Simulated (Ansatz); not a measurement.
# What a change does: single-point calculation on Ag₂Sn

System: Ag₂Sn.
Method of the first run: RKS LC-wPBE with omega 0.3 1/bohr/def2-TZVP (Ansatz 0.2.0).

The geometry comes from this level: B3LYP-D4/def2-TZVP. Text and figures count atoms from 1; the logs count them from 0 in places.

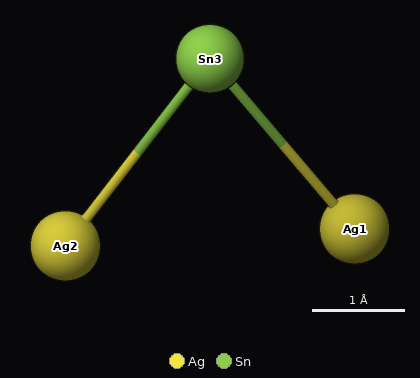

Figure 1. The structure (ball-and-stick view, seen at a tilt; atoms are numbered from 1 in the order of the input). Sticks mark near contacts. Bond lengths as drawn: Ag–Sn 2.67 Å.

The input, the first run:
```yaml
crystal:
  periodic: [false, false, false]
  atoms:
    - {symbol: Ag, position_ang: [0.074828, -1.533848, -0.823860]}
    - {symbol: Ag, position_ang: [0.817089, 0.594197, 1.419967]}
    - {symbol: Sn, position_ang: [-0.891928, 0.939650, -0.596117]}
basis:
  gaussian: {orbitals: def2-TZVP, initial_orbitals: start.molden}
hamiltonian: {xc: {name: LC-wPBE, parameters: {omega: 0.3/bohr}}}
scf: {omitted_lower_state_checks: [starts]}
output: {orbitals: {seedname: orbitals}}
```

Command:
```bash
ansatz run in.yaml --threads 4 --pin off --events-out ev --progress --plain --max-ram 3916MiB
```

Hardware: 4 threads of Arm Neoverse V2, 95 GiB of memory available, shared host.

Output (the first run):
```
Functional definition: LC-wPBE
  parameter omega = 0.4/bohr
  exchange = pbe_x_sr(omega) + exact_x_lr(omega)
  correlation = pbe_c
  with omega = 0.3/bohr from the input
these checks for a lower state are left out or cut short: starts
1094 factors; their error is unknown
243 factors; integrals over basis functions are off by at most 4.0e-5 eV
mean field evaluation 1: about -13833.3673 eV, gradient 4.8e0 eV
mean field evaluation 2: about -13833.4500 eV, gradient 1.4e-1 eV
mean field evaluation 4: about -13833.4474 eV, gradient 6.8e-4 eV
mean field evaluation 8: about -13833.4474 eV, gradient 2.2e-5 eV
mean field -13833.44744620 eV, -508.3698170005 hartree, gradient 2.2e-5 eV, S^2 0.000000; 0 other end points of the search recorded, 0 dependent functions left out
reference -13833.44744621 eV, -508.3698170008 hartree; 30, 30 occupied and 100, 100 virtual orbitals, 1094 factors
Total energy: -13833.44744621 eV, -508.3698170008 hartree
Checks for a lower state left out: starts
```

The input of the second run differs as follows (lines with − go, lines with + come):
```diff
-    - {symbol: Ag, position_ang: [0.074828, -1.533848, -0.823860]}
-    - {symbol: Ag, position_ang: [0.817089, 0.594197, 1.419967]}
-    - {symbol: Sn, position_ang: [-0.891928, 0.939650, -0.596117]}
+    - {symbol: Ag, position_ang: [0.189522, -1.443374, -0.620297]}
+    - {symbol: Ag, position_ang: [0.823988, 0.375625, 1.297669]}
+    - {symbol: Sn, position_ang: [-1.013520, 1.067749, -0.677383]}
+magnetization: {spin_polarized: true, initial_magnetization: 2}
```

Predict how the results change.

With the same method and basis, the second run lies 4.2 kcal/mol higher. The HOMO goes from −6.81 to −6.46 eV. The LUMO goes from −0.94 to −1.31 eV.

Output (the second run):
```
Functional definition: LC-wPBE
  parameter omega = 0.4/bohr
  exchange = pbe_x_sr(omega) + exact_x_lr(omega)
  correlation = pbe_c
  with omega = 0.3/bohr from the input
these checks for a lower state are left out or cut short: starts
1094 factors; their error is unknown
243 factors; integrals over basis functions are off by at most 5.2e-5 eV
mean field evaluation 1: about -13833.1852 eV, gradient 3.4e0 eV
mean field evaluation 2: about -13833.2687 eV, gradient 1.3e-1 eV
mean field evaluation 4: about -13833.2646 eV, gradient 1.4e-3 eV
mean field evaluation 8: about -13833.2646 eV, gradient 2.7e-5 eV
mean field -13833.26462756 eV, -508.3630985392 hartree, gradient 2.7e-5 eV, S^2 2.025215; 0 other end points of the search recorded, 0 dependent functions left out
reference -13833.26462757 eV, -508.3630985396 hartree; 31, 29 occupied and 99, 101 virtual orbitals, 1094 factors
Total energy: -13833.26462757 eV, -508.3630985396 hartree
Checks for a lower state left out: starts
```

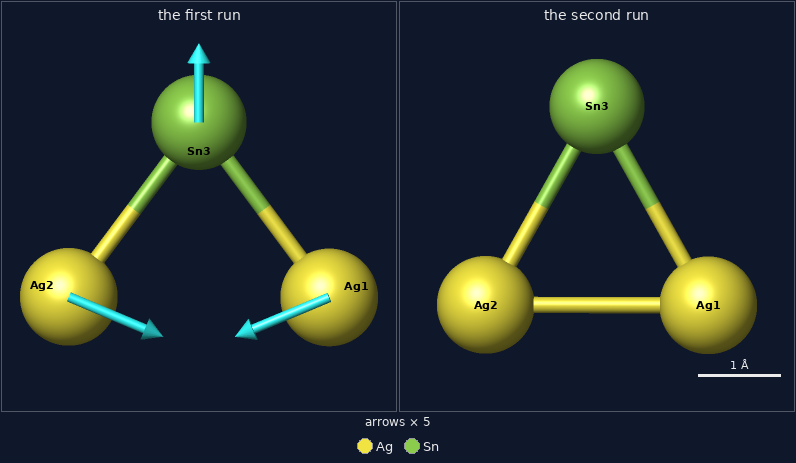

Figure 2. The two input geometries at one scale (ball-and-stick view, seen on its broad side). The teal arrows on the first give the shifts of the atoms after the best rigid fit, magnified 5 times. The largest moves after the best rigid fit, 0.25 Å, are those of Ag1 and Ag2. Largest moves by element: Ag 0.25 Å, Sn 0.19 Å. Among the contacts that change: Ag1–Ag2 3.180 → 2.718 Å, Ag1–Sn3 2.665 → 2.785 Å.

The two runs side by side:

```tsv
quantity	the first run	the second run
outcome	converged	converged
total energy (hartree)	−508.369817	−508.363099
HOMO (eV)	−6.81	−6.46
LUMO (eV)	−0.94	−1.31
basis functions	130	130
⟨S²⟩	–	2.025
wall time (shared host)	1.6 s	2.9 s
```
